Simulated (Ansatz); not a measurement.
CH₂BeCl (SMILES [CH2][Be][Cl]) (doublet)

Input file:

```
crystal:
  periodic: [false, false, false]
  atoms:
    - {symbol: C, position_ang: [0.725476, 0.876717, -0.446060]}
    - {symbol: Be, position_ang: [0.650424, 0.890869, 1.200046]}
    - {symbol: Cl, position_ang: [0.567864, 0.906495, 3.012944]}
    - {symbol: H, position_ang: [0.648804, -0.025419, -1.063029]}
    - {symbol: H, position_ang: [0.858692, 1.768185, -1.068891]}
basis:
  gaussian:
    orbitals: def2-TZVPD
magnetization:
  spin_polarized: true
  initial_magnetization: 1
hamiltonian:
  xc: pbe0
output:
  forces: true
  orbitals: {seedname: orbitals}
```

Run with:

```sh
ansatz run input.yaml --threads 1 --pin off --max-ram 2610MiB --events-out events.jsonl --progress --plain --runs-dir runs
```

Geometry: PBE0-D3(BJ)/pcseg-1.

The calculation used isolated molecule in a Gaussian basis; Kohn-Sham density functional theory, functional PBE0 (Ansatz 0.2.0).

Question: What will maps of the electron density, electron localisation function and spin density show?

Answer: C–Be (1.65 Å): the density is about 1 e/Å³ at the midpoint; the ELF peaks at about 1 between the atoms, as expected for a polar covalent bond.
Be–Cl (1.81 Å): the density is about 1.1 e/Å³ at the midpoint; the ELF peaks at about 0.90 in the valence shell of Cl, 0.9 Å from its nucleus, and is about 0.90 at the midpoint.
C–H (1.10 Å): ρ at the midpoint is about 2 e/Å³; the ELF climbs to about 1 towards the hydrogen, as it does in any bond to H (an ordinary covalent bond to hydrogen).
The unpaired spin (1 electron) lies mostly on C1 (about 0.8) and Be2 (about 0.1), in electrons by Hirshfeld's partition.

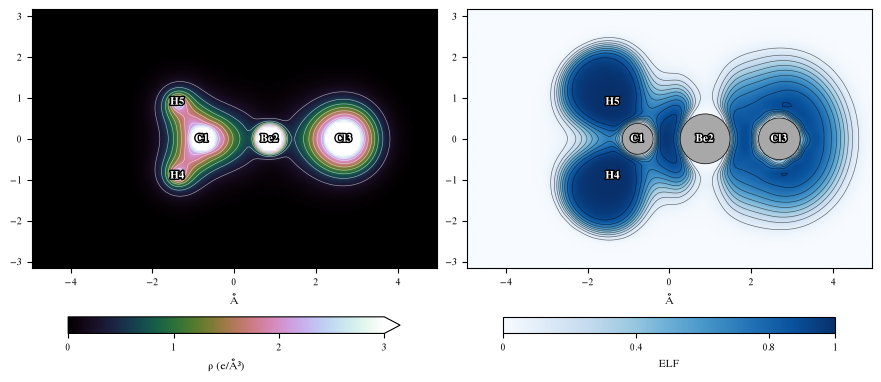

Computed electron density and electron localisation function on the molecular plane, in this order. Grey discs cover the atomic cores in the ELF map. 
